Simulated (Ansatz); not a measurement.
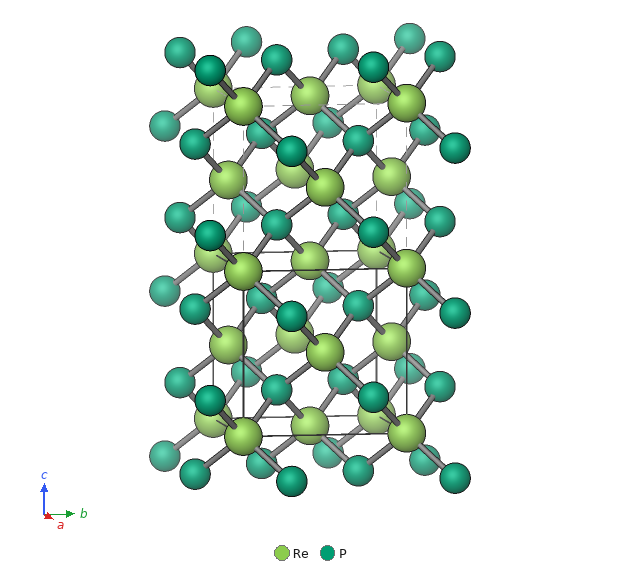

ReP (space group F-43m, No. 216). Coordinates: the geometry relaxed with DFT PBEsol, scalar-relativistic, plane waves, PAW (Ansatz); the starting structure was generated, so it need not be a known form of this composition.

Bonds are taken as P–Re below 2.6 Å. The graph is simplified in the usual way: terminal and isolated atoms are pruned, two-connected atoms become edges.

**What kind of net remains, and which atoms are its nodes?**

A uninodal 4-connected, three-periodic net: Re and P are 4-connected nodes.

**Name the underlying net.**

It is the dia net, known from diamond, zinc blende and cristobalite.

**Is the net interpenetrated?**

It is a single net, without interpenetration.

**How many nodes does the smallest cycle have?**

Six.

**Give the point symbol of each node (shortest cycle at each angle).**

Re and P: 6⁶.

The simplified net, drawn on the atoms' positions. Nodes are coloured by element. Short stubs are edges that leave the cut-out.

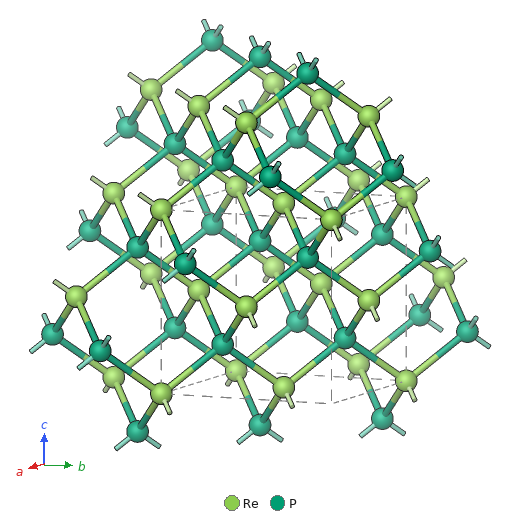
